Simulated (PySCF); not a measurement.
**Run report: C7H16, NMR shielding calculation**

C7H16 (3-methylhexane), computed with GIAO PBE0/pcSseg-1 NMR shielding, non-relativistic, gas phase (PySCF 2.14.0).

The geometry comes from this level: GFN2-xTB, NEB image 0 of 0 to 8. It belongs to a series of runs on one base structure; here: NEB image 0 of 0 to 8. Figures and captions count atoms from 1; the log counts them from 0 in places.

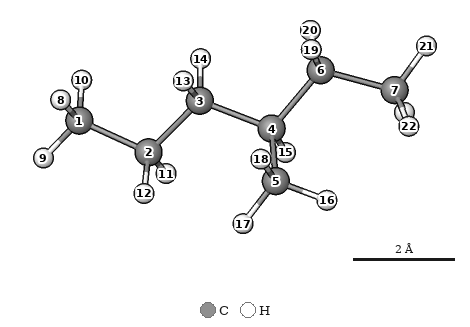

Fig. 1: The input geometry (ball-and-stick view, seen at a tilt; atoms are numbered from 1 in the order of the input). Bond lengths as drawn: C–C 1.52 to 1.53 Å and C–H 1.09 to 1.10 Å.

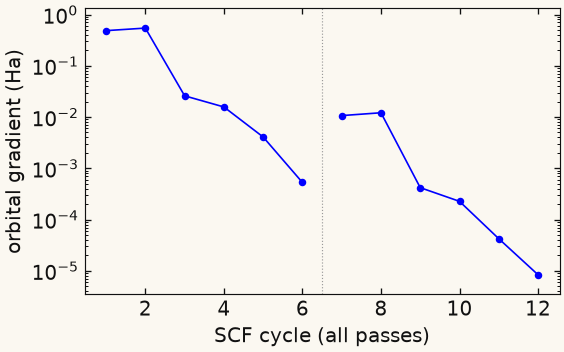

Fig. 2: Convergence of the self-consistent field: orbital gradient against the SCF cycle. The dotted line marks the change from a coarse to the final integration grid. The first 6 cycles use a coarse grid, the final grid takes over at cycle 7, and the field converges after 12 cycles in all.

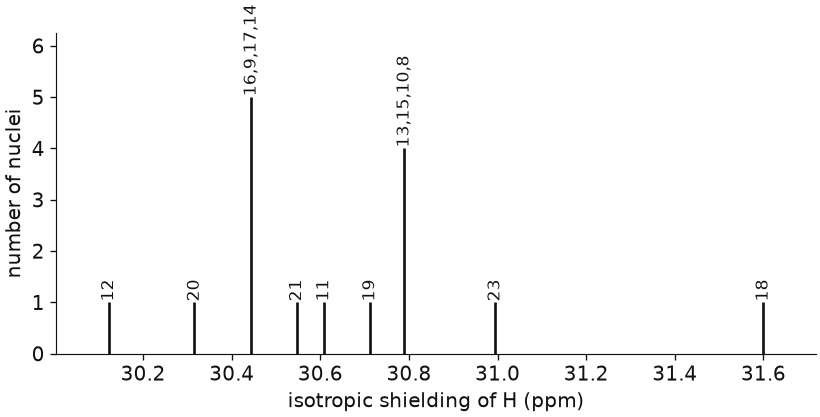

Fig. 3: Isotropic shieldings of the hydrogen nuclei in this fixed geometry, labelled by atom number; shielding grows to the right, so chemical shift grows to the left. The least shielded is H12 (30.1 ppm), the most shielded H18 (31.6 ppm).

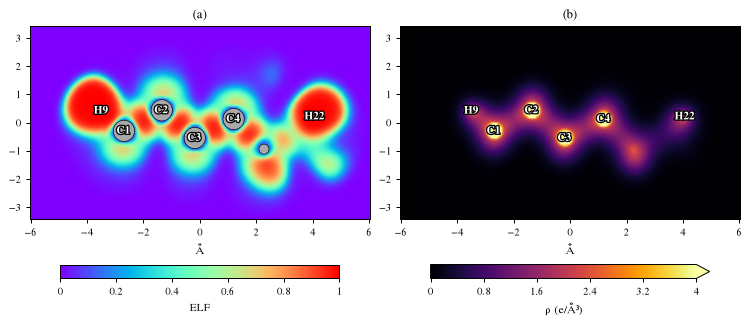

Fig. 4: (a) electron localisation function; (b) total electron density on the plane of atoms C2, C1 and H9. Grey discs, where drawn, cover atomic cores. Atoms in the plane: C and H.

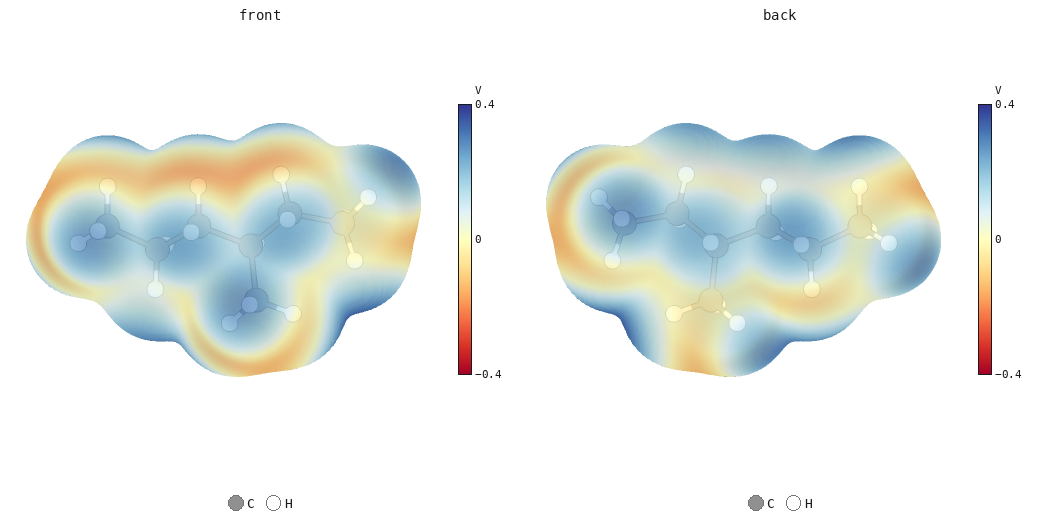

Fig. 5: The molecular electrostatic potential painted on the density surface at 0.001 e/bohr³, seen face on and from behind; red is negative and blue positive. The surface potential is weak everywhere (between −0.2 and +0.3 V): the molecule has no strongly electron-rich or electron-poor site. Its dipole moment is 0.06 D.

The input and output of the run follow.

## The input
```
{"job": {"kind": "nmr", "xc": "PBE0", "basis": "pcSseg-1", "pop": false}, "charge": 0, "multiplicity": 1}
C      3.310500     0.080900     0.258000
C      1.943900    -0.592200     0.206800
C      0.820400     0.431100     0.053800
C     -0.588000    -0.177100     0.085100
C     -0.838400    -1.054900    -1.138800
C     -1.629500     0.946100     0.179800
C     -3.037600     0.453000     0.493800
H      3.492200     0.643600    -0.655300
H      4.098200    -0.661600     0.364300
H      3.370400     0.767800     1.099600
H      1.786100    -1.164400     1.124300
H      1.928500    -1.292000    -0.629800
H      0.954000     0.977000    -0.883300
H      0.905300     1.154400     0.869200
H     -0.672600    -0.798900     0.983900
H     -1.839800    -1.475900    -1.114700
H     -0.134100    -1.881600    -1.174200
H     -0.732600    -0.470500    -2.050700
H     -1.639400     1.504300    -0.759400
H     -1.323500     1.637100     0.969200
H     -3.708700     1.298500     0.629000
H     -3.431200    -0.162900    -0.310100
H     -3.038700    -0.134600     1.409600
```

The first line tells a small driver script what to run in PySCF; the rest is the geometry in Å.

Run as:
```bash
OMP_NUM_THREADS=1 python <driver script> task.json out
```

## The program's output
```
coarse grid: 17528 points
cycle   1  E = -275.8945706895  dE =  4.103e-01  |g| = 4.846e-01  |ddm| = 3.914e+00
cycle   2  E = -275.8822929389  dE =  1.228e-02  |g| = 5.432e-01  |ddm| = 9.347e-01
cycle   3  E = -275.9607511683  dE = -7.846e-02  |g| = 2.594e-02  |ddm| = 5.030e-01
cycle   4  E = -275.9608485393  dE = -9.737e-05  |g| = 1.574e-02  |ddm| = 4.035e-02
cycle   5  E = -275.9609045858  dE = -5.605e-05  |g| = 4.083e-03  |ddm| = 1.658e-02
cycle   6  E = -275.9609084597  dE = -3.874e-06  |g| = 5.299e-04  |ddm| = 3.713e-03
final grid: 164408 points
cycle   7  E = -276.0058735562  dE = -7.099e-05  |g| = 1.068e-02  |ddm| = 3.989e-02
cycle   8  E = -276.0058651448  dE =  8.411e-06  |g| = 1.213e-02  |ddm| = 1.988e-02
cycle   9  E = -276.0059036232  dE = -3.848e-05  |g| = 4.199e-04  |ddm| = 1.075e-02
cycle  10  E = -276.0059036542  dE = -3.096e-08  |g| = 2.271e-04  |ddm| = 6.745e-04
cycle  11  E = -276.0059036663  dE = -1.208e-08  |g| = 4.242e-05  |ddm| = 2.087e-04
cycle  12  E = -276.0059036667  dE = -4.094e-10  |g| = 8.402e-06  |ddm| = 4.535e-05
converged SCF energy = -276.0059036667

GIAO shielding tensors (ppm)
atom      isotropic    diamagn.    paramagn.     s11        s22        s33       span
  0 C      169.466     244.725     -75.258    158.020    162.479    187.900     29.880
  1 C      160.855     247.757     -86.903    147.410    164.477    170.676     23.266
  2 C      140.104     251.169    -111.065    117.020    134.421    168.871     51.851
  3 C      146.213     248.584    -102.371    127.057    149.853    161.730     34.672
  4 C      168.290     249.768     -81.477    149.395    166.948    188.528     39.133
  5 C      150.583     248.436     -97.854    135.376    144.245    172.127     36.751
  6 C      172.000     245.698     -73.697    157.674    171.052    187.275     29.600
  7 H       30.827      28.946       1.882     26.530     29.157     36.794     10.264
  8 H       30.433      26.885       3.549     25.641     27.616     38.043     12.403
  9 H       30.781      28.994       1.787     26.500     29.083     36.760     10.260
 10 H       30.608      32.679      -2.071     25.420     30.943     35.461     10.040
 11 H       30.122      32.837      -2.714     24.164     31.911     34.293     10.129
 12 H       30.771      35.137      -4.366     27.006     31.714     33.592      6.586
 13 H       30.472      35.330      -4.858     25.349     31.976     34.090      8.741
 14 H       30.778      35.696      -4.918     27.193     30.594     34.546      7.354
 15 H       30.397      32.364      -1.967     25.046     29.766     36.378     11.332
 16 H       30.434      32.696      -2.262     25.099     30.010     36.194     11.095
 17 H       31.600      32.635      -1.035     28.360     28.859     37.580      9.221
 18 H       30.712      32.935      -2.223     26.572     30.698     34.865      8.293
 19 H       30.316      33.182      -2.866     24.696     31.067     35.185     10.488
 20 H       30.547      27.388       3.159     25.726     27.707     38.207     12.481
 21 H       30.484      29.900       0.584     25.392     30.166     35.895     10.503
 22 H       30.994      29.917       1.078     26.641     29.116     37.227     10.586
```

## Results in brief

```csv
quantity,value
outcome,converged
total energy,−276.005904 hartree
HOMO,−8.47 eV
LUMO,1.53 eV
dipole moment,0.06 D
"isotropic shielding, C",140.1 to 172.0 ppm
"isotropic shielding, H",30.1 to 31.6 ppm
hardware,"1 CPU thread, shared host"
wall time,96 s
peak memory,0.89 GiB
```
